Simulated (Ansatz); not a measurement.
AlHO···H₂

Input

```
crystal:
  periodic: [false, false, false]
  atoms:
    - { symbol: Al, position_ang: [-0.869123, -0.297559, 0.466221] }
    - { symbol: H, position_ang: [1.347347, 0.695554, -0.965383] }
    - { symbol: O, position_ang: [0.33083, -1.184277, 1.085101] }
    - { symbol: H, position_ang: [1.243053, 0.217823, -0.459701] }
    - { symbol: H, position_ang: [-2.052107, 0.568459, -0.126337] }
basis:
  gaussian: { orbitals: def2-TZVP }
hamiltonian:
  xc: pbe
relax:
  f_tol: 0.03
  max_steps: 50
output:
  orbitals: {}
```

Launched as:

```sh
ansatz run input.yaml --threads 2 --pin off --max-ram 3072MiB --backend cpu --events-out ev --progress --plain --runs-dir out
```

The fields are those of the relaxed geometry.

Level of theory: RKS PBE/def2-TZVP in Ansatz.

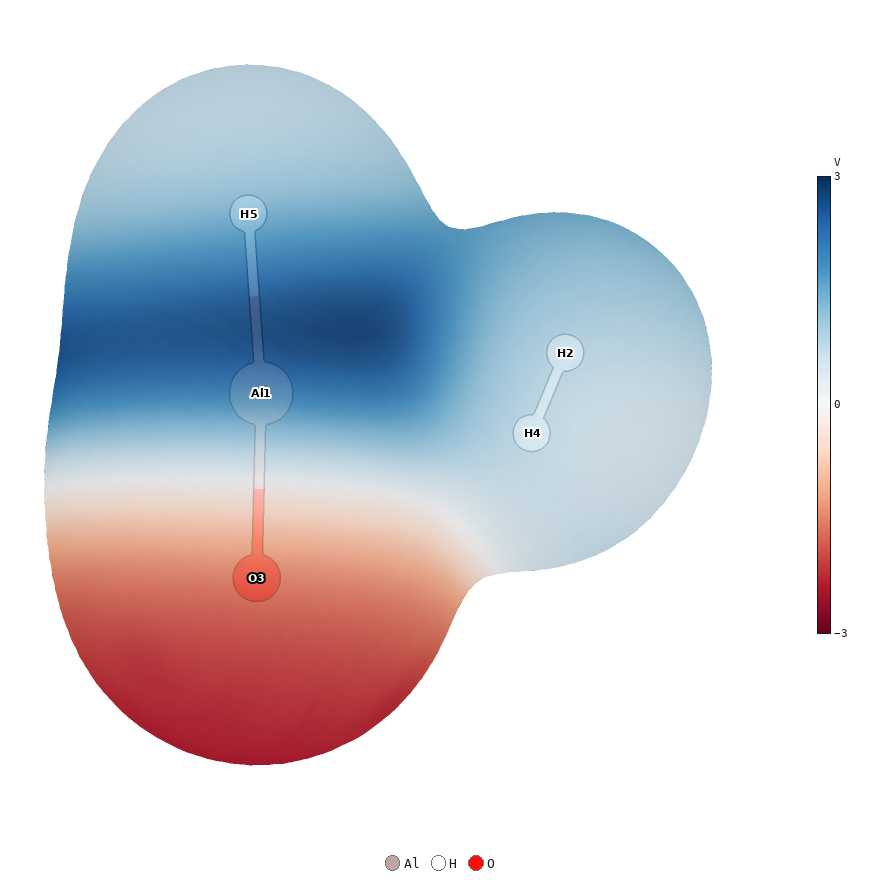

Figure 1. The molecular electrostatic potential painted on the density surface at 0.002 e/bohr³, seen across its widest extent; the colour scale runs from red (negative) to blue (positive).

> Which sites attract a positive test charge, and which a negative one?

A positive charge is drawn to the negative regions and a negative charge to the positive ones. The most negative region (about −2.4 V) lies over O3, the most positive (about +2.9 V) over Al1. O3 is the likeliest acceptor of a hydrogen bond.

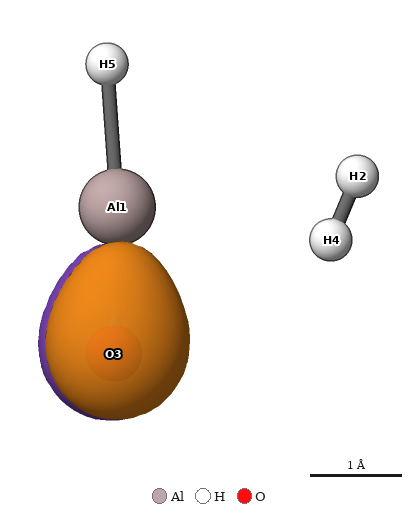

Figure 2. The HOMO−1 at ±0.2 Å⁻³ᐟ² (orange and purple are the two phases), seen at a tilt.

> What is the character of this orbital?

Its weight (Hirshfeld) is mainly on O3 (about 75 %) and Al1 (about 20 %); it changes sign across the molecular plane (π type). Its energy is −6.14 eV.

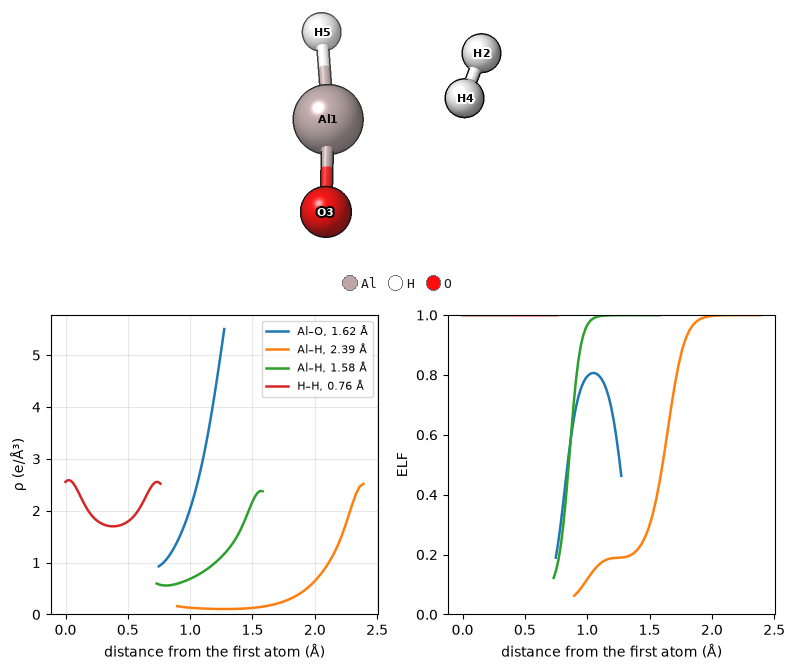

Figure 3. Total electron density and ELF along straight lines between neighbouring atoms. The curves leave out the atomic cores. The structure is drawn too.

> Compare the contacts.

Al–O (1.62 Å): ρ is about 1.1 e/Å³ halfway; the ELF peaks at about 0.80 in the valence shell of O, 0.6 Å from its nucleus, and is about 0.40 at the midpoint.
Al1···H4 (2.39 Å): the density falls to about 0.11 e/Å³ on the way; the ELF climbs to about 1 towards the hydrogen.
Al–H (1.58 Å): ρ at the midpoint is about 0.56 e/Å³; the ELF climbs to about 1 towards the hydrogen.
H–H (0.76 Å): the density is about 1.7 e/Å³ at the midpoint; the ELF is about 1 at the midpoint.
